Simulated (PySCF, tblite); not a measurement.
**C₈H₁₆Si: geometry, infrared bands, NMR shifts and electronic excitations**

Wanted: the infrared bands, NMR shifts and electronic excitations of C₈H₁₆Si (`C=C(C)[C@@]1(C)CCC[SiH2]1`), by calculation.

The runs use tblite 0.8.0 and PySCF 2.14.0, with density-fitted response routines of our own; the level of theory stands in each step. All values are computed, except where a source is named. Atoms count from 0, in the outputs and in this text.

## 1. The molecule as given

25 atoms, charge 0, multiplicity 1; geometry from: force field or distance geometry start.

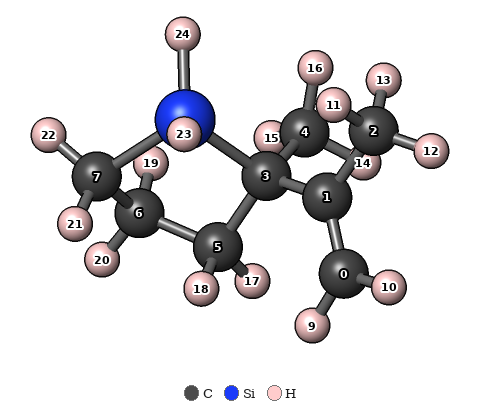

The starting geometry (carbon dark grey, silicon blue, hydrogen pink), atoms numbered.

## 2. Relaxing the molecule with GFN2-xTB

Job settings and geometry (Å):

```
{"job": {"kind": "relax", "xc": "GFN2-xTB", "basis": "xTB"}, "charge": 0, "multiplicity": 1}
C      1.949800    -0.340400     1.490500
C      1.502300     0.057600     0.285900
C      2.429400     0.835300    -0.598800
C      0.151000    -0.241600    -0.215200
C      0.226400    -1.056700    -1.466400
C     -0.750800    -0.937600     0.799200
C     -2.187700    -0.667100     0.367300
C     -2.355300     0.856000     0.489500
Si    -0.760900     1.364900    -0.383800
H      1.334200    -0.907800     2.195300
H      2.952900    -0.097100     1.832100
H      2.129300     1.905200    -0.507200
H      3.474000     0.654300    -0.361800
H      2.250700     0.584200    -1.673000
H      1.070100    -1.765900    -1.312600
H     -0.665800    -1.687500    -1.656100
H      0.435600    -0.447400    -2.371000
H     -0.520100    -2.021700     0.856500
H     -0.626700    -0.482000     1.816800
H     -2.334900    -0.909700    -0.691400
H     -2.918400    -1.197600     0.994700
H     -2.378400     1.154000     1.540100
H     -3.241400     1.202100    -0.067100
H     -0.174300     2.421900     0.420500
H     -1.001900     1.748600    -1.775200
```

Run with:

```
$ OMP_NUM_THREADS=1 python probes_run.py task.json out
```

The driver reads the jobs from task.json and runs them one after another.

The log of the run:

```text
step      E/eV     max force
  0    -733.99087    2.374
  1    -734.17955    1.449
  2    -734.24249    0.804
  3    -734.28226    0.442
  4    -734.32377    0.295
  5    -734.33660    0.261
  6    -734.34962    0.228
  7    -734.35832    0.220
  8    -734.36685    0.223
  9    -734.37408    0.205
 10    -734.38124    0.196
 11    -734.38743    0.190
 12    -734.39226    0.124
 13    -734.39591    0.146
 14    -734.39932    0.130
 15    -734.40324    0.155
 16    -734.40759    0.135
 17    -734.41135    0.128
 18    -734.41404    0.107
 19    -734.41630    0.120
 20    -734.41892    0.123
 21    -734.42192    0.119
 22    -734.42465    0.103
 23    -734.42682    0.093
 24    -734.42889    0.111
 25    -734.43142    0.119
 26    -734.43411    0.097
 27    -734.43620    0.086
 28    -734.43768    0.083
 29    -734.43910    0.078
 30    -734.44085    0.097
 31    -734.44279    0.100
 32    -734.44446    0.101
 33    -734.44570    0.093
 34    -734.44670    0.080
 35    -734.44771    0.066
 36    -734.44875    0.064
 37    -734.44982    0.082
 38    -734.45104    0.092
 39    -734.45260    0.090
 40    -734.45457    0.095
 41    -734.45675    0.112
 42    -734.45880    0.096
 43    -734.46043    0.084
 44    -734.46177    0.073
 45    -734.46318    0.091
 46    -734.46472    0.098
 47    -734.46611    0.081
 48    -734.46667    0.114
 49    -734.46793    0.066
 50    -734.46867    0.053
 51    -734.46978    0.045
 52    -734.47040    0.047
 53    -734.47107    0.045
 54    -734.47167    0.061
 55    -734.47256    0.062
 56    -734.47339    0.072
 57    -734.47411    0.073
 58    -734.47473    0.060
 59    -734.47538    0.053
 60    -734.47601    0.051
 61    -734.47645    0.041
 62    -734.47670    0.035
 63    -734.47691    0.034
 64    -734.47719    0.043
 65    -734.47751    0.041
 66    -734.47777    0.035
 67    -734.47793    0.029
 68    -734.47808    0.039
 69    -734.47827    0.036
 70    -734.47852    0.030
 71    -734.47865    0.025
 72    -734.47875    0.022
 73    -734.47885    0.021
 74    -734.47898    0.023
 75    -734.47910    0.023
 76    -734.47919    0.020
 77    -734.47928    0.023
 78    -734.47937    0.024
 79    -734.47949    0.023
 80    -734.47962    0.021
 81    -734.47973    0.020
 82    -734.47982    0.020
 83    -734.47992    0.017
 84    -734.48000    0.014
 85    -734.48006    0.014
 86    -734.48012    0.016
 87    -734.48021    0.019
 88    -734.48030    0.023
 89    -734.48040    0.018
 90    -734.48047    0.015
 91    -734.48054    0.017
 92    -734.48064    0.022
 93    -734.48077    0.029
 94    -734.48089    0.023
 95    -734.48096    0.023
 96    -734.48101    0.022
 97    -734.48106    0.019
 98    -734.48114    0.023
 99    -734.48120    0.020
100    -734.48127    0.019
101    -734.48135    0.021
102    -734.48144    0.021
103    -734.48153    0.016
104    -734.48161    0.018
105    -734.48168    0.019
106    -734.48176    0.020
107    -734.48186    0.021
108    -734.48197    0.021
109    -734.48208    0.021
110    -734.48219    0.027
111    -734.48229    0.030
112    -734.48245    0.032
113    -734.48263    0.037
114    -734.48291    0.033
115    -734.48305    0.029
116    -734.48331    0.031
117    -734.48353    0.028
118    -734.48376    0.026
119    -734.48392    0.026
120    -734.48406    0.026
121    -734.48418    0.024
122    -734.48432    0.020
123    -734.48445    0.016
124    -734.48456    0.019
125    -734.48462    0.020
126    -734.48474    0.021
127    -734.48485    0.022
128    -734.48496    0.020
129    -734.48506    0.019
130    -734.48520    0.020
131    -734.48540    0.025
132    -734.48566    0.032
133    -734.48585    0.041
134    -734.48602    0.044
135    -734.48618    0.032
136    -734.48638    0.017
137    -734.48649    0.019
138    -734.48661    0.021
139    -734.48669    0.021
140    -734.48678    0.020
141    -734.48688    0.020
142    -734.48698    0.020
143    -734.48707    0.021
144    -734.48712    0.016
145    -734.48716    0.009
```

Run time: 1.2 s. Hardware: 1 thread of Arm Neoverse V2, shared host; peak memory 0.18 GiB.

Step by step: (not every step is listed)

```tsv
step	energy from step 0 (eV)	largest force (eV/Å)
0	0.0000	2.3742
1	-0.1887	1.4494
2	-0.2516	0.8039
3	-0.2914	0.4420
4	-0.3329	0.2950
5	-0.3457	0.2605
6	-0.3587	0.2284
7	-0.3675	0.2195
8	-0.3760	0.2234
21	-0.4311	0.1194
34	-0.4558	0.0798
47	-0.4752	0.0810
60	-0.4851	0.0512
73	-0.4880	0.0207
86	-0.4893	0.0160
99	-0.4903	0.0205
112	-0.4916	0.0315
125	-0.4937	0.0203
138	-0.4957	0.0211
140	-0.4959	0.0201
141	-0.4960	0.0202
142	-0.4961	0.0199
143	-0.4962	0.0207
144	-0.4963	0.0156
145	-0.4963	0.0095
```

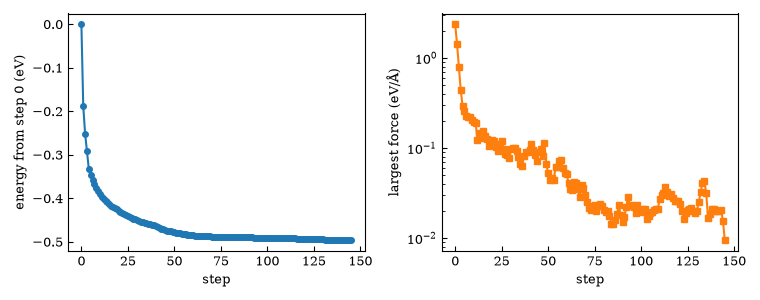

Energy and largest force along the relaxation.

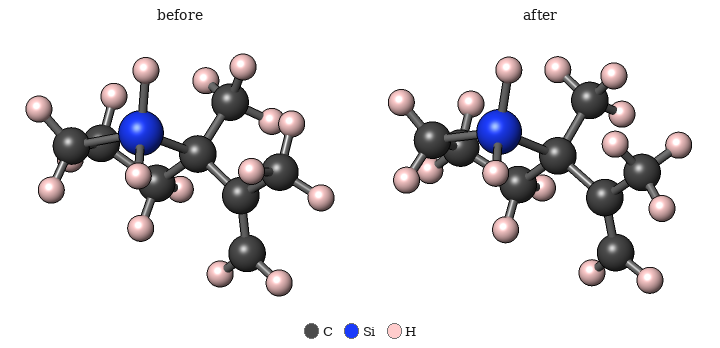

Before and after, at one scale.

Distances of close pairs at the start and the end, largest changes first:

```tsv
bond	before (Å)	after (Å)	change (Å)
C3–Si8	1.855	1.928	+0.073
C3–C4	1.495	1.536	+0.040
C1–C3	1.472	1.505	+0.033
C5–H18	1.122	1.092	-0.030
C2–H13	1.118	1.090	-0.028
C2–H11	1.115	1.088	-0.027
C4–H16	1.111	1.087	-0.024
C4–H14	1.113	1.090	-0.022
```

The final coordinates are the input of the step that follows.

## 3. Harmonic vibrations with GFN2-xTB

Job settings and geometry (Å):

```
{"job": {"kind": "ir", "xc": "GFN2-xTB", "basis": "xTB"}, "charge": 0, "multiplicity": 1}
C      2.054382    -0.476847     1.443167
C      1.559690     0.023239     0.319939
C      2.444911     0.831646    -0.588466
C      0.148727    -0.180013    -0.163774
C      0.202521    -0.950172    -1.491171
C     -0.743314    -0.940318     0.832363
C     -2.210780    -0.694606     0.492757
C     -2.423499     0.816883     0.383647
Si    -0.812967     1.476258    -0.384711
H      1.491636    -1.095324     2.118284
H      3.075980    -0.289300     1.732330
H      1.890640     1.642399    -1.057402
H      3.281134     1.251124    -0.034532
H      2.851868     0.198739    -1.376784
H      0.720044    -1.899939    -1.352376
H     -0.798482    -1.159851    -1.860551
H      0.725562    -0.382014    -2.255927
H     -0.514672    -2.008405     0.831581
H     -0.565698    -0.551545     1.836783
H     -2.459336    -1.171335    -0.456868
H     -2.858399    -1.133176     1.255233
H     -2.566611     1.236758     1.379669
H     -3.321511     1.048421    -0.185895
H     -0.237454     2.579923     0.388597
H     -0.945307     1.851599    -1.796760
```

The log of the run:

```text
mode    cm-1     km/mol
  1      66.8      0.06
  2      91.3      0.33
  3     126.3      0.27
  4     165.1      0.07
  5     204.2      0.19
  6     232.9      0.03
  7     265.3      0.38
  8     298.6      0.43
  9     343.9      2.56
 10     361.1      2.07
 11     426.2      2.21
 12     450.2     14.67
 13     483.5     35.41
 14     515.7      1.06
 15     527.5     22.92
 16     552.5      1.94
 17     614.0      2.84
 18     669.8    194.44
 19     705.8      1.72
 20     723.1     89.88
 21     775.7    223.54
 22     785.9     98.34
 23     839.5     13.42
 24     884.7     19.23
 25     910.4     26.29
 26     936.5      1.07
 27     960.8      7.42
 28     968.9      7.00
 29     992.3      6.14
 30    1020.3      2.85
 31    1039.1      3.25
 32    1050.5      2.19
 33    1092.4      3.92
 34    1103.0      6.86
 35    1154.9      5.96
 36    1175.2      7.90
 37    1178.4      3.61
 38    1242.6      0.96
 39    1271.4     11.53
 40    1273.5     11.76
 41    1325.4      3.81
 42    1336.3      1.93
 43    1401.3      6.64
 44    1411.2      1.23
 45    1432.1      3.53
 46    1483.0      2.45
 47    1485.5      2.45
 48    1488.2      2.34
 49    1497.3      0.56
 50    1508.2      0.97
 51    1509.7      1.48
 52    1521.0      1.10
 53    1710.3     30.62
 54    2235.4    410.09
 55    2253.4    262.46
 56    2958.7     34.21
 57    2963.1     37.09
 58    2978.8      8.29
 59    2983.7     45.33
 60    2988.7     96.60
 61    2996.5     31.79
 62    2999.6     46.25
 63    3010.0     44.18
 64    3021.4     41.34
 65    3028.4     38.71
 66    3038.6     29.10
 67    3042.3     34.56
 68    3096.2     49.88
 69    3139.9     35.49
```

It took 1.1 s on 1 thread of Arm Neoverse V2, shared host; peak memory 0.18 GiB.

The strongest bands and the atoms that carry them (share of the mass-weighted mode):

```tsv
cm⁻¹	km/mol	atoms
670	194.4	H23 42 %, H24 36 %
723	89.9	C7 26 %, Si8 21 %, H21 16 %
776	223.5	H23 46 %, H24 44 %
786	98.3	C7 33 %, H22 30 %, Si8 12 %
2235	410.1	H24 91 %
2253	262.5	H23 92 %
2989	96.6	H19 46 %, H21 35 %
3096	49.9	H10 90 %
```

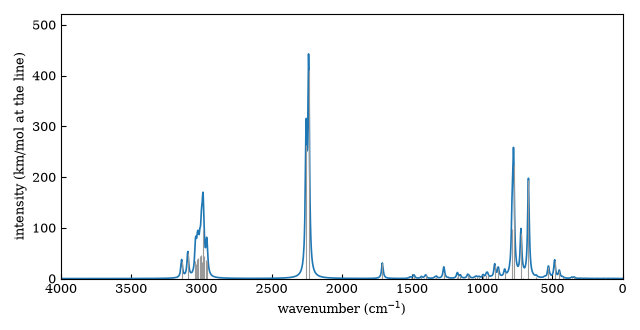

The infrared spectrum from these modes, unscaled. Lines are broadened to a width of 14 cm⁻¹ (Lorentzian).

## 4. Relaxing the molecule at PBE0-D3(BJ)/def2-SVP

Job settings and geometry (Å):

```
{"job": {"xc": "PBE0", "basis": "def2-SVP", "d3": "d3bj", "grid": 1, "shake": 0.01, "kind": "geom"}, "charge": 0, "multiplicity": 1}
C      2.074790    -0.502400     1.447350
C      1.554010     0.018710     0.317780
C      2.424710     0.829330    -0.597120
C      0.181960    -0.177760    -0.167300
C      0.199710    -0.956850    -1.501720
C     -0.747220    -0.935500     0.829980
C     -2.201200    -0.696600     0.493000
C     -2.408040     0.822330     0.378590
Si    -0.814800     1.481660    -0.365360
H      1.488940    -1.097760     2.128310
H      3.067120    -0.292220     1.741160
H      1.896440     1.643310    -1.050700
H      3.252850     1.261340    -0.044130
H      2.835180     0.201500    -1.369780
H      0.715600    -1.910700    -1.352110
H     -0.799010    -1.145800    -1.853080
H      0.727500    -0.370900    -2.257980
H     -0.523930    -2.002560     0.837410
H     -0.567850    -0.559370     1.839070
H     -2.484270    -1.164430    -0.451950
H     -2.874790    -1.132560     1.245590
H     -2.559040     1.216420     1.370520
H     -3.314420     1.059990    -0.207480
H     -0.242430     2.583200     0.382500
H     -0.929400     1.839690    -1.793210
```

The log of the run:

```text
step   0  E = -603.15674570  max force = 0.029351
step   1  E = -603.16450520  max force = 0.008173
step   2  E = -603.16478662  max force = 0.001476
step   3  E = -603.16481804  max force = 0.001518
step   4  E = -603.16484609  max force = 0.001279
step   5  E = -603.16486982  max force = 0.001036
step   6  E = -603.16489376  max force = 0.000844
step   7  E = -603.16490541  max force = 0.000422
optimisation converged
```

Wall time 3.1 min (1 thread of Arm Neoverse V2, shared host); peak memory 1.1 GiB.

Step by step:

```tsv
step	energy from step 0 (eV)	largest force component (eV/Å)
0	0.0000	1.5093
1	-0.2111	0.4203
2	-0.2188	0.0759
3	-0.2197	0.0781
4	-0.2204	0.0658
5	-0.2211	0.0533
6	-0.2217	0.0434
7	-0.2220	0.0217
```

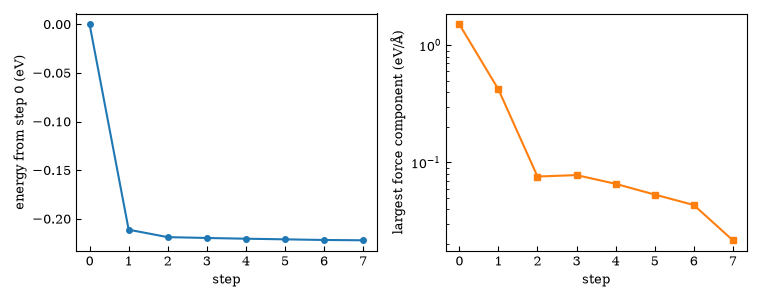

Energy and largest force along the relaxation.

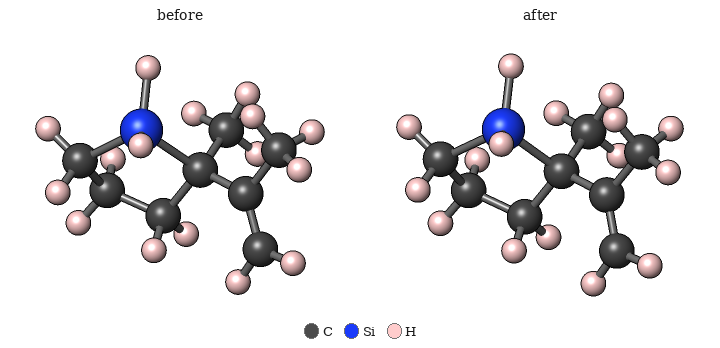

Before and after, at one scale.

Close pairs (by a distance rule), those that changed most:

```tsv
bond	before (Å)	after (Å)	change (Å)
Si8–H23	1.449	1.497	+0.047
C1–C3	1.468	1.512	+0.044
C0–H10	1.056	1.094	+0.038
C2–H11	1.071	1.104	+0.033
C4–H15	1.075	1.101	+0.026
C2–H13	1.077	1.102	+0.025
C7–H21	1.078	1.103	+0.025
Si8–H24	1.477	1.498	+0.021
```

The next job starts from the end point, and lists it.

```tsv
at the end point	value
point group (found at 0.08 Å tolerance)	C1
rotational constants (GHz, main isotopes)	2.093, 1.066, 0.956
dipole moment (D)	0.61
```

(Part 1 of 2 ends here.)
